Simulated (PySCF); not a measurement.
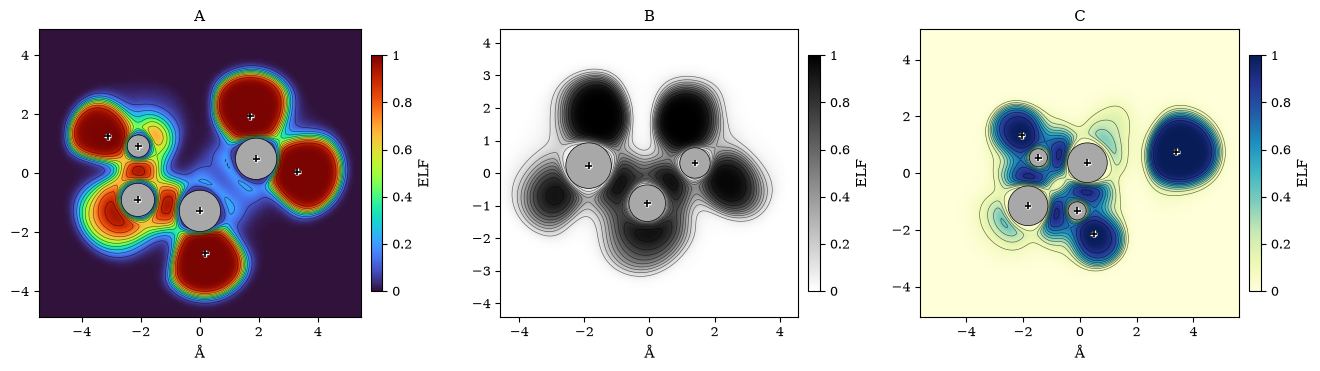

The ELF of 3 systems, each on a plane through atoms (crosses mark nuclei in the plane; grey discs cover the cores).

Theory: PySCF, CAM-B3LYP/def2-SVPD, SCF density, gas phase.

System 1: CH$_{8}$N$_{2}$SSi$_{2}$, the plane of atoms H12, Si5 and H13. Geometry: GFN2-xTB.

```xyz
14

C     2.2308    0.2238   -0.1015
S     1.8743    0.1357    1.6833
Si   -0.2479   -0.0732    1.6123
N    -0.8180   -1.2420    0.4598
Si   -1.7445   -0.1302   -0.5079
N    -1.0523    1.0548    0.5634
H     1.8894   -0.6893   -0.5778
H     1.7209    1.0824   -0.5257
H     3.3053    0.3287   -0.2075
H    -0.7114   -0.1840    2.9803
H    -0.7820   -2.2434    0.4673
H    -3.1874   -0.2811   -0.3705
H    -1.2573   -0.0205   -1.8782
H    -1.2205    2.0380    0.6605
```

System 2: H$_{11}$N$_{3}$Si$_{4}$ (SMILES [SiH3]N([SiH3])[SiH]1N[SiH2]N1), the plane of atoms N5, Si6 and N7. Geometry: GFN2-xTB.

```xyz
18

Si   -1.3597    1.6620    0.3087
N    -1.1001   -0.0600    0.3231
Si   -2.2424   -1.2238   -0.2680
Si    0.5093   -0.6469    0.5819
N     1.4567   -1.0009   -0.8284
Si    2.6768    0.2028   -0.5416
N     1.6905    0.6050    0.8239
H    -0.8531    2.2039    1.5719
H    -0.7119    2.3119   -0.8341
H    -2.8101    1.8472    0.2298
H    -2.0028   -1.5479   -1.6798
H    -2.0915   -2.4330    0.5431
H    -3.5751   -0.6477   -0.1059
H     0.5019   -1.7062    1.5887
H     1.3102   -1.6281   -1.5958
H     2.7548    1.2577   -1.5484
H     3.9698   -0.3819   -0.1958
H     1.8679    1.1923    1.6149
```

System 3: CH$_{11}$BS$_{2}$Si$_{2}$, the plane of atoms B4, S5 and Si6. Geometry: GFN2-xTB.

```xyz
17

C    -1.4730   -1.2954   -0.0831
S    -1.5579    0.2354    0.8969
Si   -1.1726    1.7281   -0.7229
B     0.2320    0.2952    1.7132
S     1.3860    1.0408    0.3752
Si    2.3801   -0.5904   -0.5846
H    -2.2755   -1.2842   -0.8130
H    -0.5056   -1.3653   -0.5714
H    -1.6029   -2.1269    0.6017
H    -0.5172    1.0502   -1.8284
H    -0.7243    2.9422   -0.0806
H    -2.5825    1.9001   -1.1161
H     0.5196   -0.8163    1.9889
H     0.1378    1.0567    2.6084
H     3.7193   -0.0969   -0.8572
H     2.3531   -1.7498    0.2964
H     1.6765   -0.9116   -1.8332
```

> Which map belongs to which system?

Panel A is system 1, CH$_{8}$N$_{2}$SSi$_{2}$: the plane holds C, S, Si and H. C–S (1.82 Å): the ELF peaks at about 0.95 between the atoms, as expected for a shared electron pair. Panel B is system 3, CH$_{11}$BS$_{2}$Si$_{2}$: the plane holds B, S and Si. B–S (1.92 Å): the ELF peaks at about 0.95 between the atoms: a covalent bond. Panel C is system 2, H$_{11}$N$_{3}$Si$_{4}$: the plane holds Si, N and H. Si–N (1.73 Å): the ELF peaks at about 0.90 between the atoms (a polar covalent bond).
